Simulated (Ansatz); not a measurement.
One crystal and one scan (frozen-phonon scan) at two levels, PBE (plane waves to 420 eV, PAW, scalar-relativistic; Ansatz, a program for electronic structure) and r2SCAN (plane waves to 500 eV, PAW, scalar-relativistic; Ansatz), each from its own relaxed cell and on its own mesh. The cell shown is that of PBE.

Relaxed GaN (wurtzite):

```
GaN
1.0
    3.21838     0.00000     0.00000
   -1.60919     2.78720     0.00000
    0.00000     0.00000    10.48640
Ga N
4 4
Cartesian
  1.60919   0.92907   0.00505
  1.60919   0.92907   5.24825
  0.00000   1.85813   2.62665
  0.00000   1.85813   7.86985
  1.60919   0.92907   3.27300
  1.60919   0.92907   8.51620
  0.00000   1.85813   0.65140
  0.00000   1.85813   5.89460
```

A phonon eigenvector at A = (0.0, 0.0, 0.5) is frozen into this cell: atom i moves by Q times the vector below, so Q is the largest atomic displacement, in Å. The cell is held. It is one choice among 4 degenerate patterns. (q is in reciprocal vectors of the primitive cell; the cell shown is doubled to hold the pattern.)

```
atom      x       y      z
----  -----  ------  -----
Ga1   0.000   0.083  0.000
Ga2   0.000  -0.083  0.000
Ga3   0.000   1.000  0.000
Ga4   0.000  -1.000  0.000
N5    0.000   0.883  0.000
N6    0.000  -0.883  0.000
N7    0.000   0.153  0.000
N8    0.000  -0.153  0.000
```

GaN was relaxed with its symmetry unable to fall. Percentages come from the unrounded values.

```
quantity                                                                                    PBE  r2SCAN     PBE − r2SCAN
----------------------------------------------------------------------------------------  -----  ------  ---------------
Lattice constant a (Å)                                                                    3.218   3.183  +0.035 (+1.1 %)
Lattice constant c (Å)                                                                    5.243   5.184  +0.059 (+1.1 %)
Relaxed volume (Å³/atom)                                                                  11.76   11.37   +0.39 (+3.4 %)
Harmonic wavenumber from the curvature (finite differences) (cm⁻¹ (negative: imaginary))    104     108        -4 (-4 %)
```

PBE gives the higher value for: lattice constant a; lattice constant c; relaxed volume. PBE gives the lower value for: harmonic wavenumber from the curvature. Both give the same shape of the curve: a single well with its minimum at or next to zero displacement.

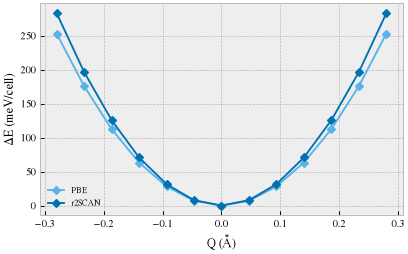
*ΔE, each from the undisplaced structure of its own level.*

(A displaced cell: forces are minus the slopes of the energy, force constants its curvatures, and phonons follow from these.)
